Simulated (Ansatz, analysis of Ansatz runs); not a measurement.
# Reproducing a measured local vibrational mode: B-H pair in alpha-quartz, part 2 of 2

Subject: B-H pair in alpha-quartz. Wanted: its local vibrational mode, in one set-up (HSE06, 36-site cell, PBE lattice, 420 eV, k: the zone centre alone). The model is a cell of 36 host atoms with B put on another atom's site and H put in between. The frequencies come from force constants among the defect atom and its neighbours, with the masses of the isotopes named. Exact exchange opens the gap, stiffens bonds and lessens the self-interaction error, at many times the cost.

Ansatz 0.2.0; HSE06, 36-site cell, PBE lattice, 420 eV, k: the zone centre alone.

So far: The structure; Relaxation, charge 0.

## Step 2: Relaxation, charge 0 (continued)

Level of this step: plane-wave PAW DFT, HSE06; relaxation of all atoms of a defect supercell (Ansatz).

Relaxation path:

```tsv
step	energy less that of the first step (eV)	largest force component (eV/Å)
1	0.0000	10.1045
2	-2.8000	4.4639
3	-3.9236	1.3953
4	-4.2474	0.5552
5	-4.3646	0.6627
6	-4.4817	0.8284
7	-4.5897	0.6743
8	-4.6801	0.5286
9	-4.7148	0.0893
10	-4.7148	0.0893
11	-4.7165	0.0730
12	-4.7176	0.0271
13	-4.7179	0.0411
14	-4.7182	0.1303
15	-4.7185	0.0916
16	-4.7189	0.0115
17	-4.7189	0.0115
18	-4.7189	0.0060
```

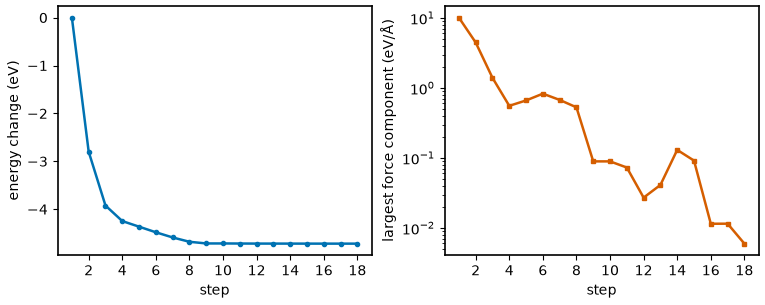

Energy and largest force along the relaxation.

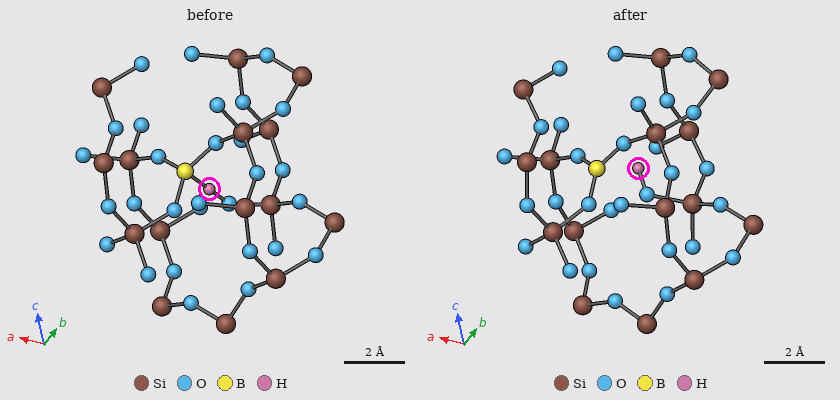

Before and after: the atoms that start within 5 Å of the centre. H37, which moves most, is ringed if it is among them.

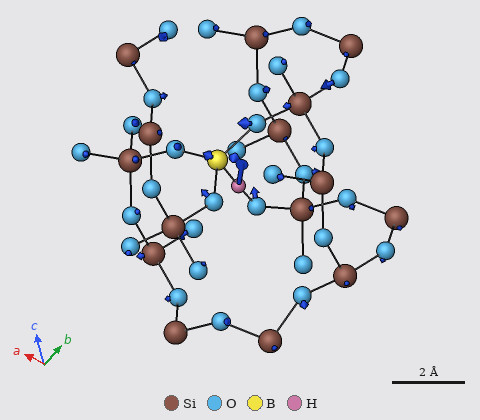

Displacements in the relaxation from the typed sites near the centre, exaggerated, the mean shift taken out; the longest in the cell stands for 1.09 Å.

The atoms that moved most (Å, from the sites as typed, ahead of the random displacement, the mean shift of all atoms taken out):

```tsv
atom	dx	dy	dz	length
H37	0.605	0.356	-0.833	1.089
O29	-0.270	0.223	0.222	0.415
O31	-0.309	0.114	-0.173	0.372
O30	-0.226	-0.103	0.243	0.348
O32	-0.170	-0.028	-0.273	0.323
B24	-0.113	0.220	0.193	0.314
O7	0.168	0.234	0.030	0.290
O14	-0.006	0.246	0.012	0.247
```

Final coordinates:

```xyz
37
Lattice="-2.5092 4.3460 5.5090 5.0183 0.0000 5.5090 5.0183 8.6920 0.0000" Properties=species:S:1:pos:R:3 pbc="T T T"
Si    4.9795    4.2928    3.6202
Si   -0.1068    4.3097    3.6584
Si    3.7689    2.0102    7.4068
Si    1.2934    6.4681    7.3471
Si    1.2560    2.1837    0.0341
Si    1.3061    2.1971    5.4206
O     4.1208    5.5213    4.2228
O     3.9858    5.3246   10.0079
O     0.7077    5.1217    2.5316
O     0.9272    5.0483    8.0292
O     2.6210    2.3822    6.3324
O     0.1399    6.8423    6.2900
O     0.1345    1.7441    1.1103
O     2.7442    6.3945    6.6513
O     3.9106    3.2799    2.9593
O     3.9530    3.2245    8.4543
O     5.8095    3.5144    4.7590
O     0.9335    3.5708    4.6573
Si    7.5220    8.6453    3.6096
Si    2.4219    8.6478    3.8305
Si    6.1601    6.5255    7.3815
Si    3.8152   10.6944    7.3091
Si    3.7167    6.5949    0.0374
B     3.6863    7.1553    6.0228
O     6.5671    9.7284    4.3248
O     6.4614    9.7322   10.0163
O     3.3674    9.3738    2.7301
O     3.4996    9.2829    8.0455
O     4.9901    7.1156    6.4317
O     2.5246   11.1352    6.4526
O     2.4416    6.2618    0.9579
O     5.0893   10.4665    6.3668
O     6.6121    7.5096    2.8944
O     6.5328    7.5582    8.5713
O     8.4634    7.9564    4.7233
O     3.3617    8.0045    4.9847
H     4.4800    6.3902    4.0344
```

The atoms nearest to the centre after the run:

```tsv
atom	distance (Å)
B24	1.178
O7	1.294
H37	1.312
O36	1.748
O14	1.840
O29	1.849
Si1	2.813
Si20	3.038
```

Neighbours of the added atoms: H37: O7 0.96, O36 2.18, Si1 2.20 Å.

This step gave:

```yaml
free_energy: -20826.6118 eV
```

The relaxation ends 128 meV an atom lower than the displaced start, with a largest force component of 0.0060 eV/Å.

## Step 3: Local vibrational modes

A local mode lives on the defect and the atoms next to it, so only the sites listed in the input are displaced, which costs far fewer SCF runs than the whole cell would.

This step: plane-wave PAW DFT, HSE06; finite-displacement force constants among the atoms nearest to a defect, the others at rest.

Contents of modes/input.yaml:

```yaml
crystal:
  lattice:
    - [-2.50916921, 4.34600856, 5.50897406]
    - [5.01833843, 0.0, 5.50897406]
    - [5.01833843, 8.69201713, 0.0]
  atoms:
    - { symbol: Si, position: [0.079383551, 0.577768876, 0.454188915] }
    - { symbol: Si, position: [0.590599609, 0.073486607, 0.200527576] }
[... 1 atom line left out ...]
    - { symbol: Si, position: [0.910038894, 0.423628747, 0.289124425] }
[... 2 atom lines left out ...]
    - { symbol: O, position: [0.29029568, 0.476228002, 0.490068521] }
[... 6 atom lines left out ...]
    - { symbol: O, position: [0.698094113, 0.509256142, 0.386627298] }
[... 2 atom lines left out ...]
    - { symbol: O, position: [0.055271463, 0.808594757, 0.376685328] }
[... 2 atom lines left out ...]
    - { symbol: Si, position: [0.603811969, 0.091516711, 0.693006085] }
    - { symbol: Si, position: [0.431566693, 0.908346354, 0.534958625] }
[... 2 atom lines left out ...]
    - { symbol: B, position: [0.590958191, 0.502309979, 0.527725517] }
[... 4 atom lines left out ...]
    - { symbol: O, position: [0.495875292, 0.671621504, 0.570696592] }
[... 4 atom lines left out ...]
    - { symbol: O, position: [0.561822766, 0.994052216, 0.588648532] }
[... 1 atom line left out ...]
    - { symbol: O, position: [0.577921352, 0.326907269, 0.631937301] }
    - { symbol: H, position: [0.287392421, 0.444934368, 0.591485598] }
basis:
  ecutwfc: 420
  xc_grid: 2
hamiltonian:
  xc: hse06
kpoints:
  mp_grid: { grid: [1, 1, 1] }
scf:
  occupations: { method: fermi_dirac, width: 0.01 }
  max_iter: 120
output: {}
checkpoint:
  read: "../relax.run"
phonons:
  supercell: [1, 1, 1]
  displaced_sites: [6, 36]
```

On the command line:

```
$ ansatz run input.yaml --threads 2 --pin off --max-ram 3768MiB --backend cpu --events-out ev --progress --plain --runs-dir out
```

Numbers of over 12 decimals in the logs are rounded to 6 here.

The log of the run:

```text
[...]
Warning: basis.xc_grid 2: finite-displacement phonons take 3 at the least, and a number is run as typed, so the frequencies can be off [figures from the program's tests cut]. [...]
[...]
Crystal: 37 atoms, lattice volume = 480.597 Å³
Basis set: ecut = 420 eV, 9403 PW (Γ), exchange–correlation on 100×100×144 points (8 copies of the dense FFT grid, shifted against one another)
Bands: 133, of which v1, the nominal top of the filled ones, is band 96 counted from 1 (95 counted from 0)
Symmetry: 1 space group operations
k-points: 1
[...]
Stability of the state it starts from, as read at its close in the unpolarized treatment: not read, because the functional holds exact exchange (a hybrid, or Hartree-Fock), whose exchange loop this test does not read (fock_operator)
[...]
Frozen-core exchange: fock
[...]
max |Σ_I F_I| component: 1.29e-5 eV/Å
--- Band table (eV) ---
[...]
--- Phonons: 12 displaced members + reference (amplitude 0.0025 Å, Σ member SCF iterations 160) ---
  symmetry images taken by strict's conditions (phonons.symmetry_images: auto; settled by no image being taken that strict refuses)
  force constants formed among 2 of 37 sites (O 6, H 36); the other 35 at rest. The modes move the named sites alone.
  the frequencies, the zero-point energy and the sums are of the block with the acoustic sum rule laid on its rows. Row sums over every site: 1.0e-4 eV/Å² at the most
  transpose residual: 6.8e-4 eV/Å²
  largest component of a force at the reference: 3.8e-3 eV/Å on a named site, 6.0e-3 eV/Å on a site at rest
  frequencies among the named sites at Γ of the cell (cm⁻¹): 218.97 224.22 370.65 768.68 960.68 3851.98
  unstable modes among the named sites: 0
  frequencies as built, with no sum rule (cm⁻¹): 218.95 224.22 370.64 768.68 960.69 3851.98
  zero-point energy: 0.396451 eV/cell   skipped modes (ω ≤ 0): 0
  not written: the harmonic force-constant file, the file of eigenvectors (these modes' are written with the force constants), the density of states and the dispersion, which are of every site
[key lines of the parts left out:]
Free energy (F): -20826.611786 eV
Fermi energy:    4.311229 eV
```

It took 7.2 min on 2 threads of Arm Neoverse V1, shared host; peak memory 0.82 GiB.

Reading the cycles: dr2 is the Hartree energy of the density residual (eV), the measure of convergence; HF is the Harris–Foulkes estimate of the energy, which meets the free energy F at convergence.

Read from the output:

```
free energy : -20826.6118 eV
```

The modes with the largest weight on the probed atoms (the light atom of a pair), for the masses of each isotope. Modes of the displaced atoms (local only where they lie over the host's phonons):

```tsv
isotopes	mode (cm⁻¹)	share of the defect atoms
H	3852	0.941
H	960.8	0.952
H	370.7	0.738
D	2805	0.886
D	696.1	0.903
D	184.2	0.675
```

## Step 4: What came out

```
distance from the defect atom to its nearest neighbour : 0.959 Å
O-H stretch, 1H                                        : 3852 cm⁻¹
time of the whole chain                                : 16 min on 2 threads
```

What this shows: O-H stretch, 1H: computed 3852 cm⁻¹, measured 3595 cm⁻¹; 257 cm⁻¹ (7 %) above the measurement. The computed value is harmonic, while the measured line is the anharmonic fundamental, which for X–H stretches usually lies a few per cent lower. Only the named neighbours move, so modes near the host's band are approximate. Limits: the zone centre alone is a coarse sampling for this cell; the periodic copies of the defect are only 7.5 Å apart.

[Logs are printed without paths, hosts, clocks, repeated set-up lines and the standing remarks that a program may print on its own settings, such as how far it seeks lower states.]

[Hosts, paths, dates, database ids (printed as entryN), source tags and the programs' standing remarks are cut or masked in the printed files.]

[For some hosts the program warned that the k-mesh of the response run may be too coarse for force constants and the static dielectric constant; such warnings are not shown here.]
